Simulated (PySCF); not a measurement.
**GeCl₃⁺: one geometry, several methods**

How much do the numbers for GeCl₃⁺ (singlet) hang on the method? All levels run at one geometry, the PBE0 minimum.

Program: PySCF 2.14.0. Level of theory: several methods, basis Ge def2-TZVP, Cl def2-TZVP, no relativity, density fitting. These are calculated values, not measurements.

### 1 The system as given

4 atoms, charge 1, spin multiplicity 1.

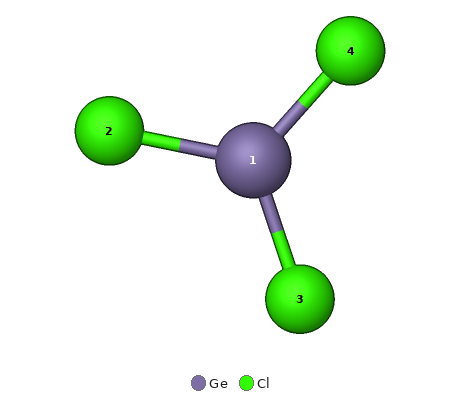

The starting geometry (germanium purple, chlorine green); atoms are numbered from 1 in the order of the file.

```xyz
4
charge 1 multiplicity 1
Ge    0.0000    0.0000    0.0000
Cl    2.0452    0.0000    0.0000
Cl   -1.0226    1.7712    0.0000
Cl   -1.0226   -1.7712    0.0000
```

### 2 PBE0

The steps are one call of a driver around PySCF; scf.py gives each level's set-up. Each SCF starts from the density of the minimum. The driver also runs the species with one electron less or more at the same geometry (one less: multiplicity 2, one more: multiplicity 2); their logs are not shown.

Input file scf.py:

```python
from pyscf import gto, scf, dft
mol = gto.M(atom='''
Ge    -0.000000     0.000000    -0.000000
Cl     2.045196    -0.000023     0.000000
Cl    -1.022578     1.771203    -0.000000
Cl    -1.022618    -1.771180    -0.000000''',
    basis={'Ge': 'def2-TZVP', 'Cl': 'def2-TZVP'},
    charge=1, spin=0)
mf = dft.RKS(mol, xc='PBE0')
mf.grids.atom_grid = (99, 590)
aux = {'Ge': 'def2-universal-JKFIT', 'Cl': 'def2-universal-JKFIT'}
mf = mf.density_fit(auxbasis=aux)
mf.kernel()
```

Output:

```text
init E= -3456.72521170511
  HOMO = -0.567792885967606  LUMO = -0.320461941815228  gap/eV = 6.73022
cycle= 1 E= -3456.72521170646  delta_E= -1.36e-09  |g|= 1.37e-05  |ddm|= 0.00011
  HOMO = -0.567792221464493  LUMO = -0.320462331980292  gap/eV = 6.73019
cycle= 2 E= -3456.72521170646  delta_E= 4.55e-12  |g|= 1.43e-05  |ddm|= 1.91e-05
  HOMO = -0.56779278027944  LUMO = -0.320461464210785  gap/eV = 6.73023
Extra cycle  E= -3456.72521170642  delta_E= 3.46e-11  |g|= 2e-05  |ddm|= 2.22e-05
converged SCF energy = -3456.72521170642
```

This level, with the species of one electron less or more, took 9.2 s on 8 threads, shared host.

```
energy                        : -3456.725212 Eh
one electron less (charge +2) : -3456.079235 Eh (doublet, ⟨S²⟩ 0.76)
one electron more (charge +0) : -3456.972131 Eh (doublet, ⟨S²⟩ 0.75)
Mulliken charge of Ge1        : +0.92 e
```

### 3 HF

scf.py, as its differences from that of step 2:

```diff
@@ -9,2 +9 @@
-mf = dft.RKS(mol, xc='PBE0')
-mf.grids.atom_grid = (99, 590)
+mf = scf.RHF(mol)
```

Output (excerpt; [...] marks lines left out):

```text
[... the frontier levels of the middle cycles are left out ...]
init E= -3453.68623588591
  HOMO = -0.68493635086917  LUMO = -0.181761775049273  gap/eV = 13.69208
cycle= 1 E= -3453.72010804473  delta_E= -0.0339  |g|= 0.123  |ddm|= 0.328
  HOMO = -0.692981642443473  LUMO = -0.195315853198912  gap/eV = 13.54218
cycle= 2 E= -3453.72180944243  delta_E= -0.0017  |g|= 0.0519  |ddm|= 0.0985
  HOMO = -0.692209806464562  LUMO = -0.19271951106245  gap/eV = 13.59182
cycle= 3 E= -3453.72208221536  delta_E= -0.000273  |g|= 0.0127  |ddm|= 0.027
cycle= 4 E= -3453.72211877752  delta_E= -3.66e-05  |g|= 0.00237  |ddm|= 0.014
cycle= 5 E= -3453.72212068085  delta_E= -1.9e-06  |g|= 0.000926  |ddm|= 0.00266
cycle= 6 E= -3453.72212103937  delta_E= -3.59e-07  |g|= 0.000198  |ddm|= 0.00104
cycle= 7 E= -3453.7221210678  delta_E= -2.84e-08  |g|= 5.94e-05  |ddm|= 0.000336
cycle= 8 E= -3453.72212107056  delta_E= -2.77e-09  |g|= 1.44e-05  |ddm|= 0.000113
cycle= 9 E= -3453.7221210707  delta_E= -1.43e-10  |g|= 1.58e-06  |ddm|= 3.06e-05
  HOMO = -0.692125853669964  LUMO = -0.192565685512097  gap/eV = 13.59372
Extra cycle  E= -3453.72212107072  delta_E= -1.05e-11  |g|= 6.82e-07  |ddm|= 2.08e-06
converged SCF energy = -3453.72212107072
```

This level, with the species of one electron less or more, took 4.2 s.

```
energy                        : -3453.722121 Eh
one electron less (charge +2) : -3453.056054 Eh (doublet, ⟨S²⟩ 0.79)
one electron more (charge +0) : -3453.928708 Eh (doublet, ⟨S²⟩ 0.77)
Mulliken charge of Ge1        : +1.19 e
```

### 4 MP2

scf.py, as its differences from that of step 3:

```diff
@@ -12,0 +13,2 @@
+from pyscf.mp import dfmp2
+dfmp2.DFMP2(mf, frozen=24).kernel()  # the driver gives MP2 a fitting basis of its own (RI)
```

Output (excerpt; [...] marks lines left out):

```text
[... the frontier levels of the middle cycles are left out ...]
init E= -3453.68623588591
  HOMO = -0.684936350869168  LUMO = -0.181761775049279  gap/eV = 13.69208
cycle= 1 E= -3453.72010804473  delta_E= -0.0339  |g|= 0.123  |ddm|= 0.328
  HOMO = -0.692981642443468  LUMO = -0.195315853198875  gap/eV = 13.54218
cycle= 2 E= -3453.72180944244  delta_E= -0.0017  |g|= 0.0519  |ddm|= 0.0985
  HOMO = -0.69220980646456  LUMO = -0.192719511062441  gap/eV = 13.59182
cycle= 3 E= -3453.72208221536  delta_E= -0.000273  |g|= 0.0127  |ddm|= 0.027
cycle= 4 E= -3453.72211877752  delta_E= -3.66e-05  |g|= 0.00237  |ddm|= 0.014
cycle= 5 E= -3453.72212068085  delta_E= -1.9e-06  |g|= 0.000926  |ddm|= 0.00266
cycle= 6 E= -3453.72212103938  delta_E= -3.59e-07  |g|= 0.000198  |ddm|= 0.00104
cycle= 7 E= -3453.72212106779  delta_E= -2.84e-08  |g|= 5.94e-05  |ddm|= 0.000336
cycle= 8 E= -3453.72212107056  delta_E= -2.76e-09  |g|= 1.44e-05  |ddm|= 0.000113
cycle= 9 E= -3453.7221210707  delta_E= -1.46e-10  |g|= 1.58e-06  |ddm|= 3.06e-05
  HOMO = -0.692125853669967  LUMO = -0.192565685512082  gap/eV = 13.59372
Extra cycle  E= -3453.72212107072  delta_E= -1.27e-11  |g|= 6.82e-07  |ddm|= 2.08e-06
converged SCF energy = -3453.72212107072
```

This level, with the species of one electron less or more, took 4.9 s.

```
energy                                                              : -3454.490335 Eh
one electron less (charge +2)                                       : -3453.830447 Eh (doublet, ⟨S²⟩ 0.79)
one electron more (charge +0)                                       : -3454.724665 Eh (doublet, ⟨S²⟩ 0.77)
MP2 correlation in its own fitting basis (same spin, opposite spin) : -0.76821 Eh (-0.21307, -0.55515)
```

### 5 PBE

scf.py, as its differences from that of step 4:

```diff
@@ -9 +9,2 @@
-mf = scf.RHF(mol)
+mf = dft.RKS(mol, xc='PBE')
+mf.grids.atom_grid = (99, 590)
@@ -13,2 +13,0 @@
-from pyscf.mp import dfmp2
-dfmp2.DFMP2(mf, frozen=24).kernel()  # the driver gives MP2 a fitting basis of its own (RI)
```

Output (excerpt; [...] marks lines left out):

```text
[... the frontier levels of the middle cycles are left out ...]
init E= -3456.56280475054
  HOMO = -0.512786737377685  LUMO = -0.356614009342174  gap/eV = 4.24968
cycle= 1 E= -3456.56685068424  delta_E= -0.00405  |g|= 0.0916  |ddm|= 0.194
  HOMO = -0.515693600518744  LUMO = -0.352998629312293  gap/eV = 4.42716
cycle= 2 E= -3456.56520488251  delta_E= 0.00165  |g|= 0.114  |ddm|= 0.136
  HOMO = -0.513645794975539  LUMO = -0.356003991336027  gap/eV = 4.28965
cycle= 3 E= -3456.56750051505  delta_E= -0.0023  |g|= 0.0421  |ddm|= 0.109
cycle= 4 E= -3456.56786030438  delta_E= -0.00036  |g|= 0.00276  |ddm|= 0.0311
cycle= 5 E= -3456.56786182867  delta_E= -1.52e-06  |g|= 0.000537  |ddm|= 0.00307
cycle= 6 E= -3456.5678618829  delta_E= -5.42e-08  |g|= 0.000192  |ddm|= 0.000509
cycle= 7 E= -3456.56786189174  delta_E= -8.84e-09  |g|= 8.11e-06  |ddm|= 0.000164
cycle= 8 E= -3456.56786189176  delta_E= -1.64e-11  |g|= 1.38e-06  |ddm|= 9.05e-06
  HOMO = -0.513990810435331  LUMO = -0.355112121051355  gap/eV = 4.32331
Extra cycle  E= -3456.56786189177  delta_E= -1.41e-11  |g|= 2.87e-06  |ddm|= 3.87e-06
converged SCF energy = -3456.56786189177
```

This level, with the species of one electron less or more, took 17 s.

- energy: -3456.567862 Eh
- one electron less (charge +2): -3455.943596 Eh (doublet, ⟨S²⟩ 0.75)
- one electron more (charge +0): -3456.815792 Eh (doublet, ⟨S²⟩ 0.75)
- Mulliken charge of Ge1: +0.82 e

### 6 r2SCAN

scf.py, as its differences from that of step 5:

```diff
@@ -9 +9 @@
-mf = dft.RKS(mol, xc='PBE')
+mf = dft.RKS(mol, xc='R2SCAN')
```

Output (excerpt; [...] marks lines left out):

```text
[... the frontier levels of the middle cycles are left out ...]
init E= -3457.33856087944
  HOMO = -0.527113044835536  LUMO = -0.348986235549473  gap/eV = 4.84708
cycle= 1 E= -3457.34002434318  delta_E= -0.00146  |g|= 0.0223  |ddm|= 0.121
  HOMO = -0.529335940268004  LUMO = -0.348199957636385  gap/eV = 4.92896
cycle= 2 E= -3457.33968023394  delta_E= 0.000344  |g|= 0.0424  |ddm|= 0.0546
  HOMO = -0.528439489425177  LUMO = -0.349301599188418  gap/eV = 4.87459
cycle= 3 E= -3457.3401589882  delta_E= -0.000479  |g|= 0.00509  |ddm|= 0.0355
cycle= 4 E= -3457.34016137215  delta_E= -2.38e-06  |g|= 0.00171  |ddm|= 0.00335
cycle= 5 E= -3457.34016160531  delta_E= -2.33e-07  |g|= 0.000189  |ddm|= 0.000736
cycle= 6 E= -3457.34016160904  delta_E= -3.74e-09  |g|= 9.29e-05  |ddm|= 0.000164
cycle= 7 E= -3457.34016161107  delta_E= -2.03e-09  |g|= 5.33e-06  |ddm|= 7.22e-05
cycle= 8 E= -3457.34016161108  delta_E= -1.09e-11  |g|= 6.14e-07  |ddm|= 5.58e-06
  HOMO = -0.528030216880976  LUMO = -0.348961697127098  gap/eV = 4.87270
Extra cycle  E= -3457.34016161108  delta_E= -9.09e-13  |g|= 1.18e-06  |ddm|= 1.59e-06
converged SCF energy = -3457.34016161108
```

This level, with the species of one electron less or more, took 32 s on 8 threads, shared host.

- energy: -3457.340162 Eh
- one electron less (charge +2): -3456.705117 Eh (doublet, ⟨S²⟩ 0.75)
- one electron more (charge +0): -3457.588974 Eh (doublet, ⟨S²⟩ 0.76)
- Mulliken charge of Ge1: +0.91 e

### 7 B3LYP

scf.py, as its differences from that of step 6:

```diff
@@ -9 +9 @@
-mf = dft.RKS(mol, xc='R2SCAN')
+mf = dft.RKS(mol, xc='B3LYP')
```

Output (excerpt; [...] marks lines left out):

```text
[... the frontier levels of the middle cycles are left out ...]
init E= -3457.51790718141
  HOMO = -0.555531359193628  LUMO = -0.330323496392153  gap/eV = 6.12822
cycle= 1 E= -3457.51999575878  delta_E= -0.00209  |g|= 0.036  |ddm|= 0.171
  HOMO = -0.55532578298683  LUMO = -0.331970585845618  gap/eV = 6.07780
cycle= 2 E= -3457.51985346614  delta_E= 0.000142  |g|= 0.0462  |ddm|= 0.0408
  HOMO = -0.556208760182296  LUMO = -0.331076164971298  gap/eV = 6.12617
cycle= 3 E= -3457.52009121577  delta_E= -0.000238  |g|= 0.00622  |ddm|= 0.0288
cycle= 4 E= -3457.52010097119  delta_E= -9.76e-06  |g|= 0.00144  |ddm|= 0.00641
cycle= 5 E= -3457.52010144825  delta_E= -4.77e-07  |g|= 0.000162  |ddm|= 0.000922
cycle= 6 E= -3457.5201014506  delta_E= -2.35e-09  |g|= 4.99e-05  |ddm|= 0.000116
cycle= 7 E= -3457.52010145119  delta_E= -5.9e-10  |g|= 2.08e-06  |ddm|= 4.53e-05
  HOMO = -0.556335261133898  LUMO = -0.331590066686287  gap/eV = 6.11563
Extra cycle  E= -3457.52010145118  delta_E= 3.18e-12  |g|= 2.56e-06  |ddm|= 2.67e-06
converged SCF energy = -3457.52010145118
```

This level, with the species of one electron less or more, took 15 s.

```
energy                        : -3457.520101 Eh
one electron less (charge +2) : -3456.878837 Eh (doublet, ⟨S²⟩ 0.76)
one electron more (charge +0) : -3457.770193 Eh (doublet, ⟨S²⟩ 0.75)
Mulliken charge of Ge1        : +0.87 e
```

### 8 TPSSh

scf.py, as its differences from that of step 7:

```diff
@@ -9 +9 @@
-mf = dft.RKS(mol, xc='B3LYP')
+mf = dft.RKS(mol, xc='TPSSH')
```

Output (excerpt; [...] marks lines left out):

```text
[... the frontier levels of the middle cycles are left out ...]
init E= -3457.44554094265
  HOMO = -0.540849858438889  LUMO = -0.337998531856016  gap/eV = 5.51987
cycle= 1 E= -3457.44630708798  delta_E= -0.000766  |g|= 0.066  |ddm|= 0.102
  HOMO = -0.539517330545701  LUMO = -0.338476360967694  gap/eV = 5.47060
cycle= 2 E= -3457.44611643763  delta_E= 0.000191  |g|= 0.0811  |ddm|= 0.0504
  HOMO = -0.539879329061947  LUMO = -0.337177396429532  gap/eV = 5.51580
cycle= 3 E= -3457.44654711328  delta_E= -0.000431  |g|= 0.00866  |ddm|= 0.0338
cycle= 4 E= -3457.44656691852  delta_E= -1.98e-05  |g|= 0.0011  |ddm|= 0.00808
cycle= 5 E= -3457.44656720379  delta_E= -2.85e-07  |g|= 0.000165  |ddm|= 0.00064
cycle= 6 E= -3457.44656721015  delta_E= -6.36e-09  |g|= 3.47e-05  |ddm|= 0.000169
cycle= 7 E= -3457.44656721042  delta_E= -2.7e-10  |g|= 6.19e-06  |ddm|= 3.42e-05
  HOMO = -0.539867165493002  LUMO = -0.33764233598964  gap/eV = 5.50282
Extra cycle  E= -3457.44656721041  delta_E= 9.09e-12  |g|= 9.63e-06  |ddm|= 1.17e-05
converged SCF energy = -3457.44656721041
```

This level, with the species of one electron less or more, took 40 s.

| Quantity | Value |
| --- | --- |
| energy | -3457.446567 Eh |
| one electron less (charge +2) | -3456.810880 Eh (doublet, ⟨S²⟩ 0.75) |
| one electron more (charge +0) | -3457.692977 Eh (doublet, ⟨S²⟩ 0.76) |
| Mulliken charge of Ge1 | +0.94 e |

### 9 MN15

scf.py, as its differences from that of step 8:

```diff
@@ -9 +9 @@
-mf = dft.RKS(mol, xc='TPSSH')
+mf = dft.RKS(mol, xc='MN15')
```

Output (excerpt; [...] marks lines left out):

```text
[... the frontier levels of the middle cycles are left out ...]
init E= -3457.38947917549
  HOMO = -0.603200880977243  LUMO = -0.300811807509099  gap/eV = 8.22843
cycle= 1 E= -3457.45326156068  delta_E= -0.0638  |g|= 0.256  |ddm|= 0.478
  HOMO = -0.592190729158774  LUMO = -0.312851575727995  gap/eV = 7.60121
cycle= 2 E= -3457.44880733712  delta_E= 0.00445  |g|= 0.323  |ddm|= 0.247
  HOMO = -0.597328769769813  LUMO = -0.302002684507227  gap/eV = 8.03623
cycle= 3 E= -3457.45821055803  delta_E= -0.0094  |g|= 0.0202  |ddm|= 0.158
cycle= 4 E= -3457.45829994036  delta_E= -8.94e-05  |g|= 0.00593  |ddm|= 0.019
cycle= 5 E= -3457.45830907742  delta_E= -9.14e-06  |g|= 0.00121  |ddm|= 0.00551
cycle= 6 E= -3457.45830924054  delta_E= -1.63e-07  |g|= 0.000203  |ddm|= 0.000905
cycle= 7 E= -3457.4583092512  delta_E= -1.07e-08  |g|= 3.81e-05  |ddm|= 0.00028
cycle= 8 E= -3457.45830925188  delta_E= -6.75e-10  |g|= 5.18e-06  |ddm|= 6.66e-05
  HOMO = -0.598267182052104  LUMO = -0.304524486926053  gap/eV = 7.99315
Extra cycle  E= -3457.45830925188  delta_E= -7.73e-12  |g|= 3.95e-06  |ddm|= 9.81e-06
converged SCF energy = -3457.45830925188
```

This level, with the species of one electron less or more, took 39 s.

* energy: -3457.458309 Eh
* one electron less (charge +2): -3456.799787 Eh (doublet, ⟨S²⟩ 0.76)
* one electron more (charge +0): -3457.704035 Eh (doublet, ⟨S²⟩ 0.75)
* Mulliken charge of Ge1: +0.82 e

### 10 CAM-B3LYP

scf.py, as its differences from that of step 9:

```diff
@@ -9 +9 @@
-mf = dft.RKS(mol, xc='MN15')
+mf = dft.RKS(mol, xc='CAMB3LYP')
```

Output (excerpt; [...] marks lines left out):

```text
[... the frontier levels of the middle cycles are left out ...]
init E= -3457.59038914342
  HOMO = -0.616490907415682  LUMO = -0.279681583626091  gap/eV = 9.16505
cycle= 1 E= -3457.5929124977  delta_E= -0.00252  |g|= 0.0494  |ddm|= 0.214
  HOMO = -0.616936419633006  LUMO = -0.283772280049693  gap/eV = 9.06586
cycle= 2 E= -3457.59279542124  delta_E= 0.000117  |g|= 0.0593  |ddm|= 0.0569
  HOMO = -0.617832966008249  LUMO = -0.282055507877501  gap/eV = 9.13697
cycle= 3 E= -3457.59316518412  delta_E= -0.00037  |g|= 0.00242  |ddm|= 0.0301
cycle= 4 E= -3457.59316640823  delta_E= -1.22e-06  |g|= 0.000815  |ddm|= 0.00323
cycle= 5 E= -3457.59316660608  delta_E= -1.98e-07  |g|= 0.000234  |ddm|= 0.000948
cycle= 6 E= -3457.59316661991  delta_E= -1.38e-08  |g|= 4.67e-05  |ddm|= 0.000229
cycle= 7 E= -3457.59316662099  delta_E= -1.07e-09  |g|= 1.05e-05  |ddm|= 7.77e-05
cycle= 8 E= -3457.59316662104  delta_E= -5.23e-11  |g|= 1.82e-06  |ddm|= 1.75e-05
  HOMO = -0.618088110903405  LUMO = -0.282360480146721  gap/eV = 9.13561
Extra cycle  E= -3457.59316662103  delta_E= 1.09e-11  |g|= 1.84e-06  |ddm|= 3.7e-06
converged SCF energy = -3457.59316662103
```

This level, with the species of one electron less or more, took 21 s on 8 threads, shared host.

```
energy                        : -3457.593167 Eh
one electron less (charge +2) : -3456.934768 Eh (doublet, ⟨S²⟩ 0.76)
one electron more (charge +0) : -3457.842142 Eh (doublet, ⟨S²⟩ 0.76)
Mulliken charge of Ge1        : +0.84 e
```

### 11 All levels side by side

| level | vertical ionisation energy (eV) | vertical electron affinity (eV) | −ε(HOMO) (eV) | gap (eV) | wall time |
| --- | --- | --- | --- | --- | --- |
| PBE0 | 17.58 | 6.72 | 15.45 | 6.73 | 9.2 s |
| HF | 18.12 | 5.62 | 18.83 | 13.59 | 4.2 s |
| MP2 | 17.96 | 6.38 | – | – | 4.9 s |
| PBE | 16.99 | 6.75 | 13.99 | 4.32 | 17 s |
| r2SCAN | 17.28 | 6.77 | 14.37 | 4.87 | 32 s |
| B3LYP | 17.45 | 6.81 | 15.14 | 6.12 | 15 s |
| TPSSh | 17.30 | 6.71 | 14.69 | 5.50 | 40 s |
| MN15 | 17.92 | 6.69 | 16.28 | 7.99 | 39 s |
| CAM-B3LYP | 17.92 | 6.77 | 16.82 | 9.14 | 21 s |

Times are for 8 threads, shared host; PBE0 starts from its own converged density, so its time is not comparable. A dash stands where a species or a free atom was not run at that level, or the quantity is not defined.

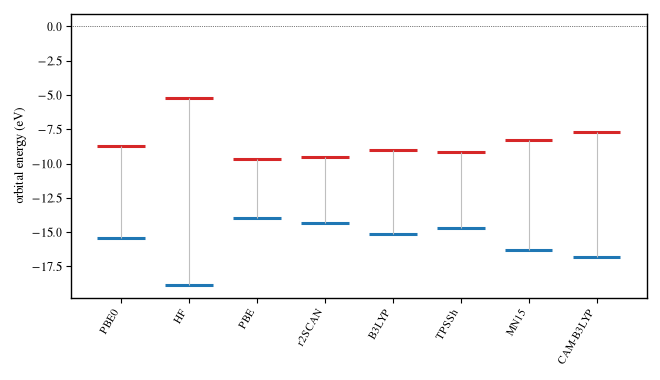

Highest occupied (blue) and lowest empty (red) levels by method.

### 12 Summary of results

| quantity | value |
| --- | --- |
| vertical ionisation energy, range | 16.99 (PBE) to 18.12 (HF) eV |
| vertical electron affinity, range | 5.62 (HF) to 6.81 (B3LYP) eV |
| orbital gap, range | 4.32 (PBE) to 13.59 (HF) eV |

What this shows: The vertical ionisation energy spreads over 1.14 eV, from PBE to HF; without a CCSD(T) value for it there is no yardstick here.
